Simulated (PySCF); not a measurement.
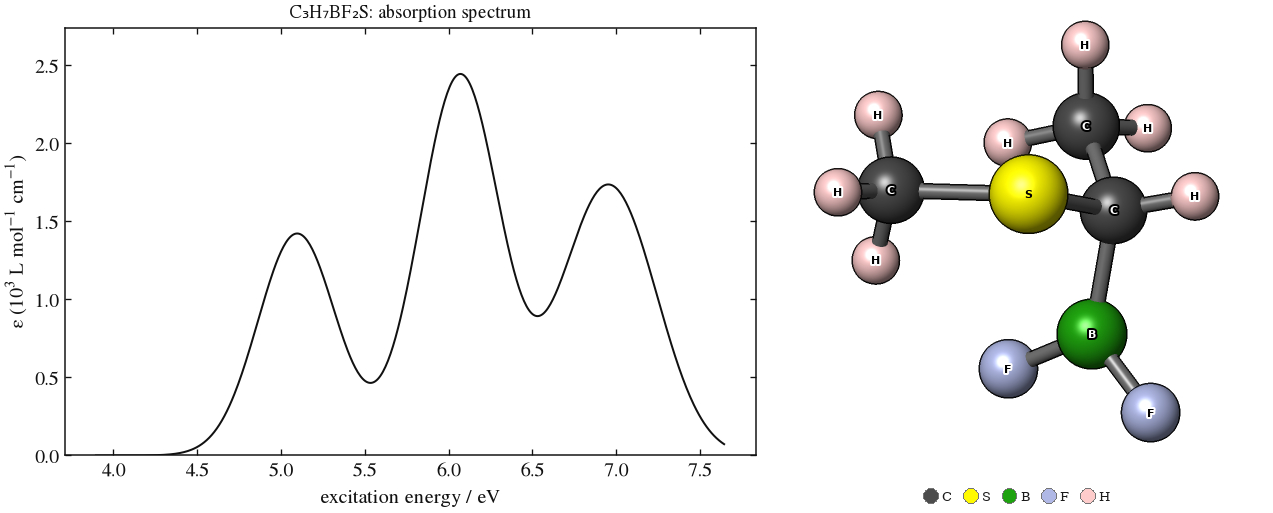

Computed absorption of C₃H₇BF₂S, SMILES CS[C@H](C)B(F)F. Vertical TDDFT excitations, PBE0/def2-SVPD in PySCF 2.14.0, at a GFN2-xTB geometry (no frequency check), gas phase. The lowest 6 singlet states are shown; each is broadened by a Gaussian of 1/e half-width 0.33 eV.

Q: Which of the computed transitions is the brightest, and what character does the calculation give it?

A: S3 at 6.10 eV (203 nm), f = 0.041, mainly HOMO → LUMO+2 (72 %).

Q: Does any vertical transition fall in the visible?

A: No singlet lies below 3.1 eV (beyond 400 nm), so at this level no vertical transition falls in the visible.

Known limits of this run: states above the negative HOMO energy depend on the basis; the tight-binding geometry is rougher than a DFT one and adds to the error; one conformer of a flexible molecule; core orbitals are frozen in the response.
